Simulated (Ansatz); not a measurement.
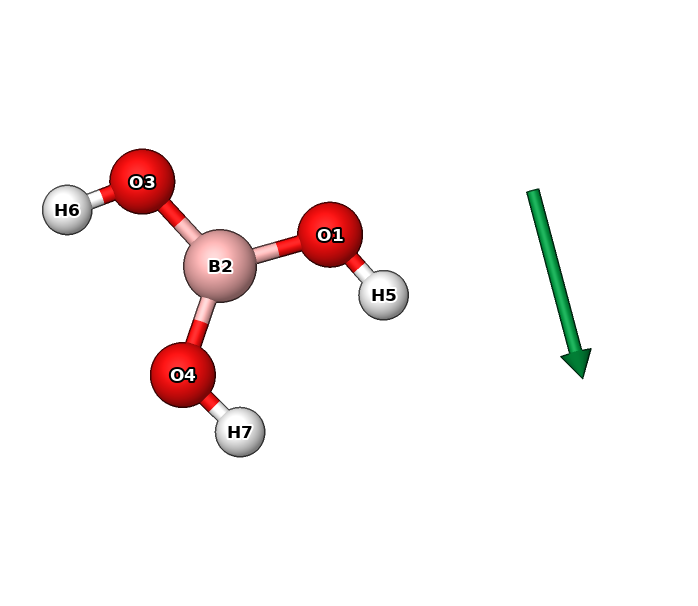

The arrow beside the molecule shows the direction of the dipole moment, from the negative to the positive end (its length means nothing). Computed geometry: PBE0-D4/def2-TZVP optimisation. No frequency run is at hand to confirm it as a minimum. Level of theory: RKS PBE0-D4/def2-TZVP (Ansatz 0.2.0).

> Estimate the dipole moment.

3.03 D; it points from the side of O3, H6 to the side of H7 (the outermost atoms at the two ends).
